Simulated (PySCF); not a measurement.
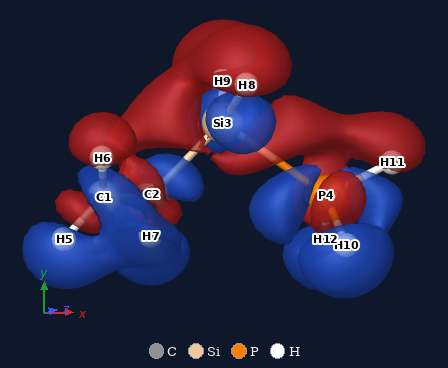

*C2H8PSi, charge +1, SMILES `C=C[SiH2][PH3+]`. Change of the electron density in a uniform field of 0.51 V/Å, surfaces at ±0.003 e/Å³ (red: gain, blue: loss).*

Level of theory: BP86/def2-SVPD (PySCF), at a geometry from GFN2-xTB. No frequency check shows the geometry to be a minimum. GFN2-xTB bond lengths at metals and heavier atoms can be off by up to 0.1 Å and shapes distorted, which carries into these values.

**Along which Cartesian direction does the field point?**

Along −y: electrons gather on the +y side, against the field.

**How large is the response?**

The induced dipole is 1.71 D (along the field); α along this axis, from the fields in both directions, is 67 bohr³ (9.9 Å³).

**Which atoms gain and lose the most charge?**

Electrons gather most on Si3 (Hirshfeld charge changes by −0.029 e) and leave H10 most (+0.019 e); 0.158 electrons are displaced in all.
